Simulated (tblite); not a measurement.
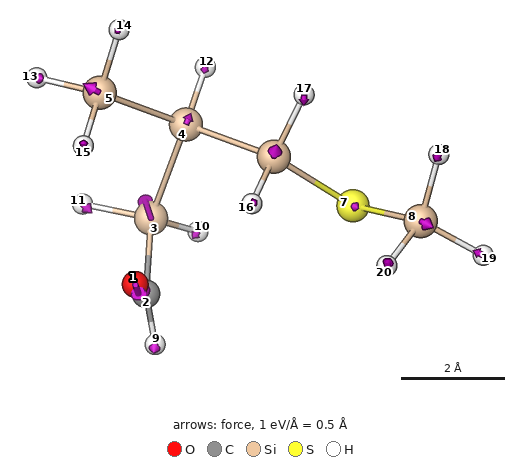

Starting geometry of CH₁₂OSSi₅ with the computed forces as purple arrows. A ball-and-stick model, seen at a tilt.

All numbers below come from GFN2-xTB geometry optimisation, gas phase in tblite 0.8.0. 

Q: Is this structure relaxed? If not, where do the atoms go?

A: It isn't relaxed: the largest force vector, on a Si atom, is 2.18 eV/Å. The final displacements have little in common with the starting forces (cosine between the two patterns 0.11). The largest move after the best rigid fit is that of an H atom, 1.19 Å. By element the largest moves are H 1.19 Å, O 0.95 Å, C 0.64 Å, Si 0.50 Å, S 0.32 Å. Among the contacts that change: Si–Si 2.264 → 2.335 Å, C–Si 1.860 → 1.917 Å, Si–Si 2.279 → 2.327 Å, S–Si 2.148 → 2.178 Å. Bond angles that change, for instance: C–Si–Si 110.6° → 94.6°, Si–Si–H 110.0° → 125.2°, Si–Si–H 109.3° → 118.5°. Groups turn about Si–Si by about 25°. The energy falls by 0.492 eV in 182 geometry steps.
